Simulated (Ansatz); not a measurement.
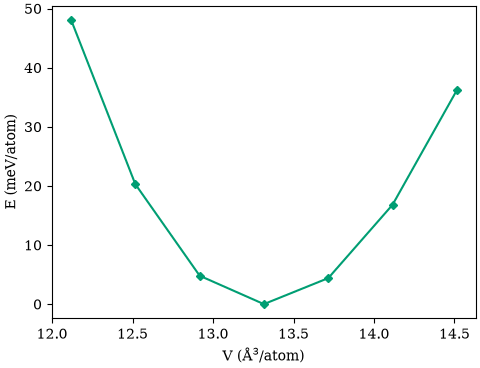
Figure. ScPdN₂ in space group R-3m (No. 166; Sc on 3b, Pd on 3a, N on 6c) under volume change, the program Ansatz at the PBEsol level (PAW), shape and atoms relaxed at each volume.

What does a third-order Birch–Murnaghan fit give for V₀, B₀ and B′?

V₀ = 13.32 Å³/atom, B₀ = 123 GPa, B′ = 3.8.

The start of the workflow was typed in or built on a structure type; neither database checked (COD, Materials Project) lists it. Its standing as an ambient phase is unchecked. The cell was relaxed with PBEsol under the symmetry of its start; whether a distortion lowers the energy is not shown. The run is not spin-polarised.

Potentials: the later of the program's two PAW sets.
